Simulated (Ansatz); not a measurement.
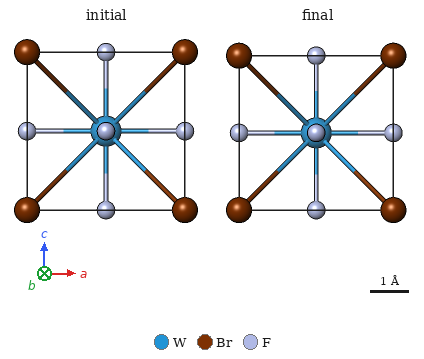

The structure of solid WBrF3 (a generated structure, set up in Pm-3m) (coarse preliminary run) before (left) and after (right) a relaxation, at one scale.

A ball-and-stick model of the cell of the calculation, seen along the b axis.

Level of theory: DFT PBE, scalar-relativistic, plane waves, PAW (Ansatz 0.2.0).

Input
```yaml
crystal:
  lattice:
    - [4.26330437, 0.0, 0.0]
    - [0.0, 4.26330437, 0.0]
    - [0.0, 0.0, 4.26330437]
  atoms:
    - { symbol: W, position: [0.5, 0.5, 0.5] }
    - { symbol: Br, position: [0.0, 0.0, 0.0] }
    - { symbol: F, position: [0.0, 0.5, 0.5] }
    - { symbol: F, position: [0.5, 0.5, 0.0] }
    - { symbol: F, position: [0.5, 0.0, 0.5] }
basis:
  ecutwfc: 420
kpoints:
  mp_grid: { grid: [4, 4, 4] }
hamiltonian:
  xc: pbe
scf:
  occupations: { method: gaussian, width: 0.1 }
  lower_state_search: "off"
output:
  forces: true
  stress: true
  eigenvalues: true
  populations: true
magnetization:
  spin_polarized: true
relax:
  adjacent_minimum: "off"
  f_tol: 0.04
  max_steps: 70
  cell: { stress_tol: 0.4 }
```

Run as
```bash
ansatz run input.yaml --threads 1 --pin off --max-ram 2048MiB --backend cpu --events-out ev --progress --plain --runs-dir out
```

Q: Summarise the run.

A: No atom moves by more than 0.005 Å relative to the cell. The volume changes by −6.6 %, with a = b = c 4.263 → 4.168 Å (−2.2 %). Near-neighbour distances that change, for instance: W1–Br2 3.692 → 3.609 Å, W1–F3 2.132 → 2.084 Å. The space group stays Pm-3m (No. 221). After 1 accepted move (2 points after the start) the energy has fallen by 21.7 meV per atom. All forces vanish by symmetry, so only the cell relaxes. Pressure: −6.32 GPa at the start and −0.15 GPa at the end. At 1 point the geometry stayed and the basis and grid were re-selected for the new cell (energy shift of 2.1 meV per atom at most each time). The run may lie on a higher electronic state than the lowest, so the end point isn't shown to be the ground-state structure.
